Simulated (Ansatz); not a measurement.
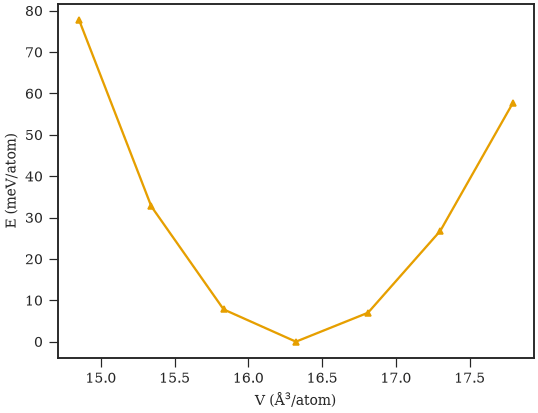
Figure: TaAl (CsCl type, space group No. 221) under volume change, DFT-PBEsol in the program Ansatz with PAW potentials, scaled uniformly.

Problem. What does a third-order Birch–Murnaghan fit give for V₀, B₀ and B′?

Solution. V₀ = 16.32 Å³/atom, B₀ = 161 GPa, B′ = 4.0.

Space group Pm-3m (CsCl type). The start of the workflow was typed in or built on a structure type; neither database checked (COD, Materials Project) lists it. Its standing as an ambient phase is unchecked. The cell was relaxed with PBEsol under the symmetry of its start. At this level the phase is mechanically unstable. The run is not spin-polarised. Spin–orbit coupling is left out wherever it is not named.

Potentials: the later of the program's two PAW sets.
